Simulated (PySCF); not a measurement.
# Excited-state calculation, with input and output: C2H10BNSi2

System: C2H10BNSi2.
Method: TDDFT B3LYP/def2-SVPD, vertical, gas phase, core orbitals frozen in the response (PySCF 2.14.0).

The geometry comes from this level: GFN2-xTB. It belongs to a series of runs on one base structure; here: constitutional isomer.

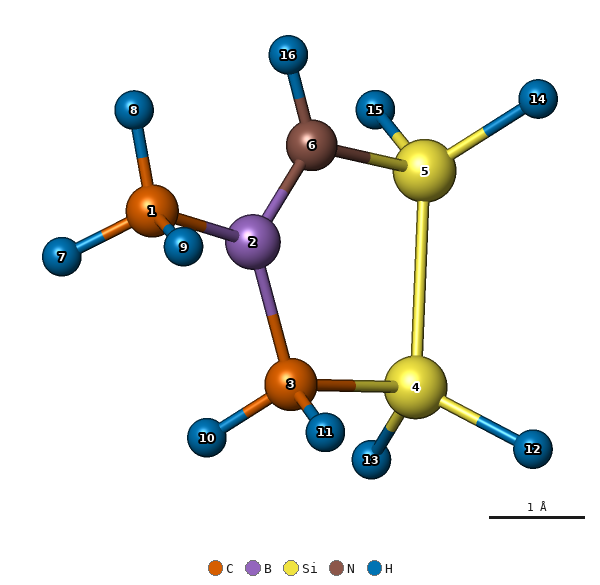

Fig. 1: The input geometry (ball-and-stick view, seen at a tilt; atoms are numbered from 1 in the order of the input).

Summary:

| quantity | value |
| --- | --- |
| outcome | converged |
| total energy | −740.660193 hartree |
| HOMO | −7.71 eV |
| LUMO | −0.47 eV |
| dipole moment | 0.59 D |
| mean polarisability | 99.07 a.u. |
| lowest singlet excitation | 6.29 eV |
| hardware | 1 CPU thread, shared host |
| wall time | 70 s |
| peak memory | 0.82 GiB |

Input file:
```
{"job": {"kind": "uv", "xc": "B3LYP", "basis": "def2-SVPD", "nstates": 8, "ntriplets": 3}, "charge": 0, "multiplicity": 1}
C     -2.298129    -0.680479    -0.044150
B     -0.784503    -0.198320    -0.007854
C      0.398555    -1.142743    -0.514159
Si     2.081758    -0.266006    -0.304992
Si     1.204990     1.681619     0.557830
N     -0.437759     1.071435     0.471573
H     -2.599452    -0.955256    -1.054048
H     -2.998575     0.073313     0.311867
H     -2.439707    -1.570428     0.567783
H      0.231109    -1.420383    -1.556535
H      0.380350    -2.087983     0.031126
H      2.975674    -1.024693     0.586020
H      2.787374    -0.143232    -1.591642
H      1.437604     2.062956     1.960279
H      1.231352     2.931636    -0.218113
H     -1.178239     1.677510     0.793605
```

The first line tells a small driver script what to run in PySCF; the rest is the geometry in Å.

Launched with:
```bash
OMP_NUM_THREADS=1 python <driver script> task.json out
```

The program's output:
```
coarse grid: 13768 points
cycle   1  E = -740.4622060091  dE =  3.840e-01  |g| = 6.269e-01  |ddm| = 6.431e+00
cycle   2  E = -740.3521872877  dE =  1.100e-01  |g| = 8.926e-01  |ddm| = 2.044e+00
cycle   3  E = -740.5601143757  dE = -2.079e-01  |g| = 9.496e-02  |ddm| = 1.179e+00
cycle   4  E = -740.5620827611  dE = -1.968e-03  |g| = 4.351e-02  |ddm| = 1.757e-01
cycle   5  E = -740.5625204104  dE = -4.376e-04  |g| = 1.012e-02  |ddm| = 6.382e-02
cycle   6  E = -740.5625512021  dE = -3.079e-05  |g| = 2.962e-03  |ddm| = 2.117e-02
cycle   7  E = -740.5625534531  dE = -2.251e-06  |g| = 4.449e-04  |ddm| = 5.633e-03
final grid: 122192 points
cycle   8  E = -740.6601845984  dE = -3.345e-05  |g| = 5.847e-03  |ddm| = 1.081e-01
cycle   9  E = -740.6601777142  dE =  6.884e-06  |g| = 7.903e-03  |ddm| = 1.864e-02
cycle  10  E = -740.6601928194  dE = -1.511e-05  |g| = 9.207e-04  |ddm| = 9.790e-03
cycle  11  E = -740.6601930207  dE = -2.012e-07  |g| = 1.538e-04  |ddm| = 1.180e-03
cycle  12  E = -740.6601930254  dE = -4.786e-09  |g| = 6.954e-05  |ddm| = 3.596e-04
cycle  13  E = -740.6601930269  dE = -1.494e-09  |g| = 1.565e-05  |ddm| = 1.375e-04
cycle  14  E = -740.6601930270  dE = -5.775e-11  |g| = 4.074e-06  |ddm| = 3.502e-05
```

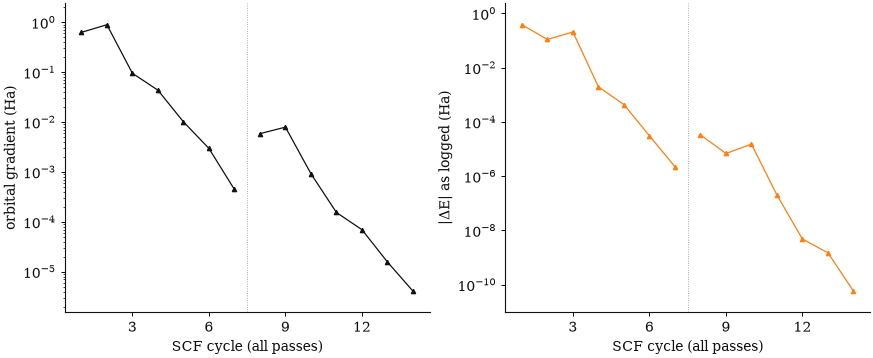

Fig. 2: Convergence of the self-consistent field: orbital gradient and size of the energy change against the SCF cycle. The dotted line marks the change from a coarse to the final integration grid. The first 7 cycles use a coarse grid, the final grid takes over at cycle 8, and the field converges after 14 cycles in all.

```
converged SCF energy = -740.6601930270

Static polarisability (au): isotropic 99.070, principal 79.133 104.797 113.279

Singlet excitations
state   eV       nm        f      main configurations
  1   6.2859    197.2   0.00002   H-1->L 0.98
  2   6.4391    192.5   0.07585   H->L 0.91
  3   6.6481    186.5   0.01597   H-2->L 0.92
  4   6.7373    184.0   0.00171   H->L+1 0.91
  5   7.0127    176.8   0.01397   H-1->L+1 0.94
  6   7.0420    176.1   0.00862   H->L+4 0.62, H-2->L+4 0.14, H-2->L+1 0.13
  7   7.2197    171.7   0.00612   H-1->L+2 0.74, H-2->L+1 0.14
  8   7.2563    170.9   0.02729   H->L+2 0.88

Triplet excitations (Tamm-Dancoff, eV): 5.8817 6.0812 6.1590
```

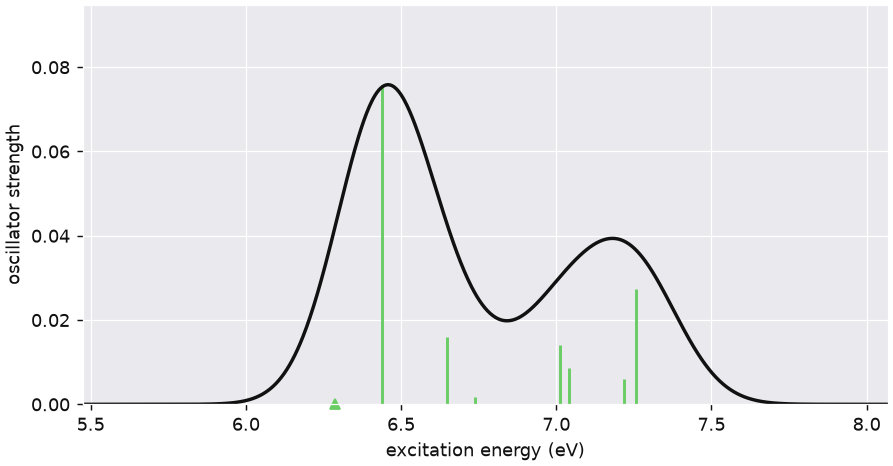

Fig. 3: Computed excitations as sticks (degenerate states added up, dark ones marked on the axis), with a Gaussian envelope of 0.35 eV full width at half maximum, scaled to the tallest. Of the 8 states the lowest lies at 6.29 eV (f = 0.000); the strongest line is at 6.44 eV, or 193 nm (f = 0.076).

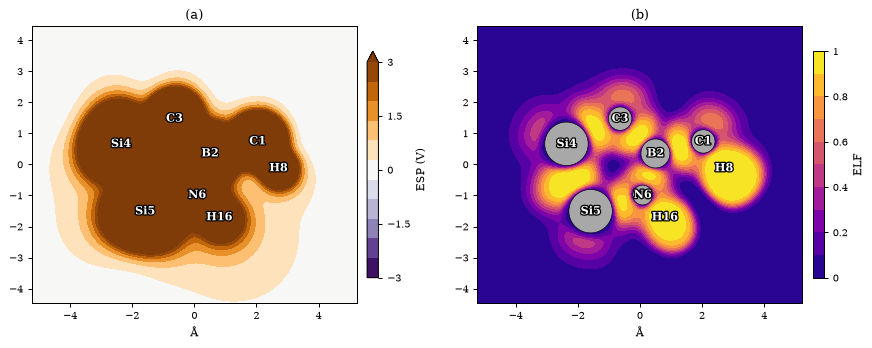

Fig. 4: (a) electrostatic potential; (b) ELF on the plane of atoms C3, B2 and N6. Grey discs, where drawn, cover atomic cores. Atoms in the plane: C, B, Si, N and H. Si–N (1.75 Å): the ELF peaks at about 0.95 between the atoms (a shared but strongly polarised pair). C–Si (1.91 Å): the ELF peaks at about 0.95 between the atoms, which marks a shared electron pair. Si–Si (2.30 Å): the ELF peaks at about 1 between the atoms, which marks a shared electron pair. The potential has no marked negative region in this plane.

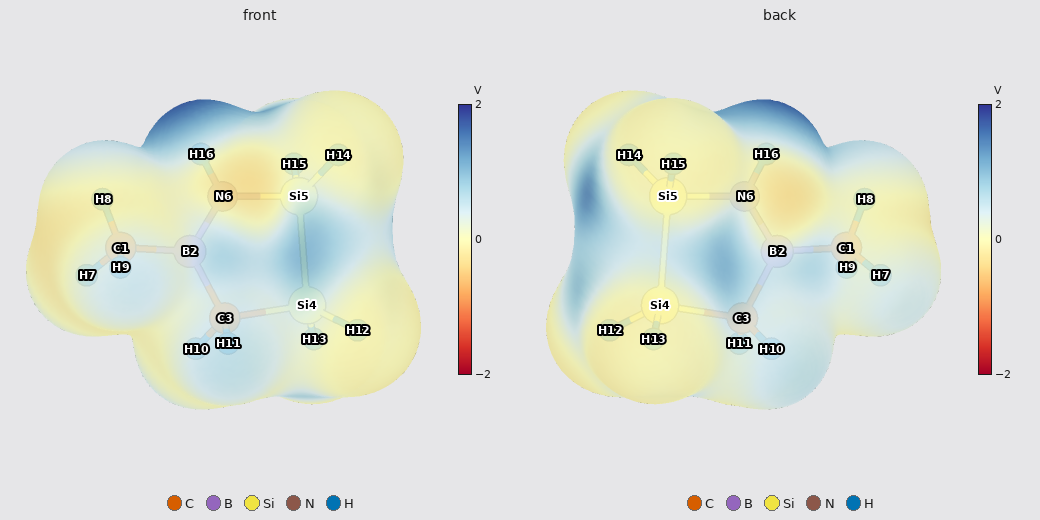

Fig. 5: The electrostatic potential painted on the density surface at 0.002 e/bohr³, seen at a tilt and from behind; red is negative and blue positive. A positive charge is drawn to the negative regions and a negative charge to the positive ones. Its dipole moment is 0.59 D.
